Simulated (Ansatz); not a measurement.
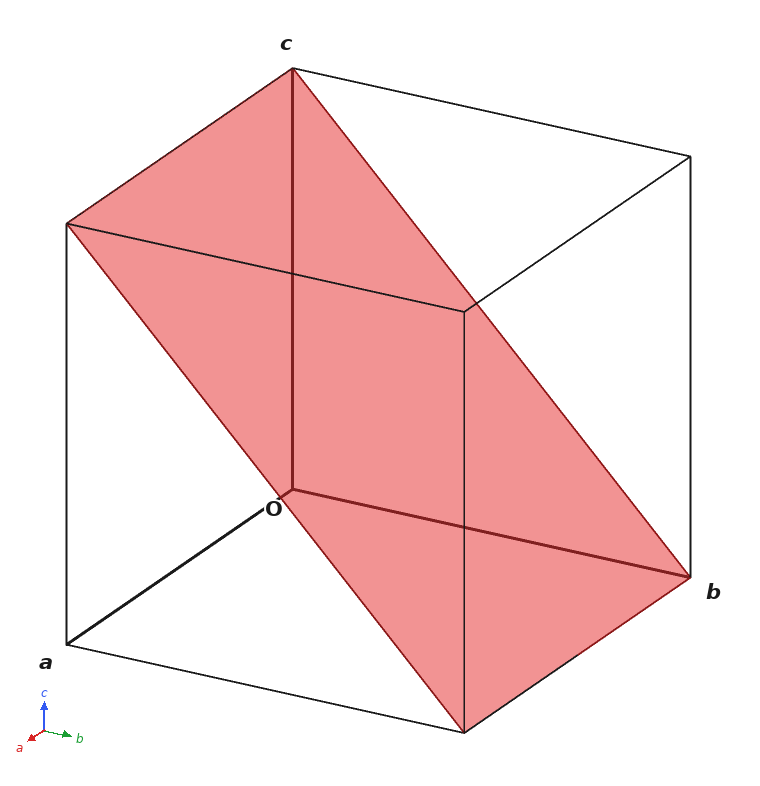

For Cs2Cd, the end point of a relaxation with Ansatz, DFT PBE, scalar-relativistic, plane waves, PAW; the starting structure was generated, so it need not be a known form of this composition: every member of one family of equally spaced planes, hx + ky + lz = a whole number, that cuts the unit cell is shaded (one member passes through the origin O, touching the cell only at an edge or corner). Geometry calculated from the standardised cell; symmetry tolerance 0.002 Å.

a = 9.567 Å, b = 9.567 Å, c = 9.567 Å, α = 90.00°, β = 90.00°, γ = 90.00°.

Index the planes.

(0 1 1); the opposite sign names the same planes. The member next to the origin meets the axes a never, b at 1, c at 1.

What is the spacing?

d = 6.765 Å.
